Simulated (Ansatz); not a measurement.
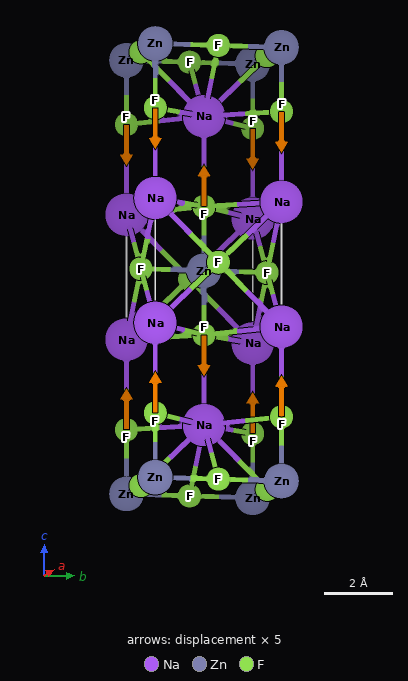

A relaxation of crystalline Na₂ZnF₄ (built on the K2MgH4-139 type type). The starting structure is drawn; orange arrows show the displacements (the part carried along by the change of the cell is left out), 5 times their true length.

The picture is a ball-and-stick view of the conventional cell (2 times the calculation's cell), seen from a free direction. Lengths and directions refer to the drawn axes.

Level of theory: Ansatz 0.2.0, DFT, PBEsol, plane waves, PAW. Set-up: plane-wave cutoff 420 eV; k-point mesh 8 × 8 × 8; occupations fermi dirac; smearing width 0.03 eV; no spin polarisation; cell and atoms relaxed; force threshold 0.01 eV/Å; at most 120 steps.

Which element moves most?

Answer. Fluorine: up to 0.26 Å, against 0.00 Å for sodium.

What did the optimiser do to the structure, and how much energy did it gain?

Answer. The energy falls by 92.7 meV per atom in 8 accepted moves (11 points after the start). Largest force component: 2.1 eV/Å at the start, 0.00075 eV/Å at the end. Pressure: 6.50 GPa at the start and 0.02 GPa at the end. At 3 points the geometry stayed and the basis and grid were re-selected for the new cell (energy shift of 2.9 meV per atom at most each time). The largest moves relative to the cell, 0.26 Å, are those of F atoms. Na and Zn stay in place. Cell: a = b 3.808 → 3.991 Å (+4.8 %), c 12.874 → 11.685 Å (−9.2 %). Volume −0.3 %. Among the contacts that change: F–Na 2.678 → 2.175 Å, F–Na 2.693 → 2.839 Å, F–Zn 1.904 → 1.996 Å, F–Na 2.657 → 2.609 Å. Among the angles between lasting bonds that change: F–Na–F 91.6° → 99.8°, Na–F–Na 88.4° → 80.2°, Na–F–Na 91.6° → 99.8°. The space group stays I4/mmm (No. 139). The run took 37 s on 4 threads of Arm Neoverse V1 (shared host), peak memory 0.5 GiB.
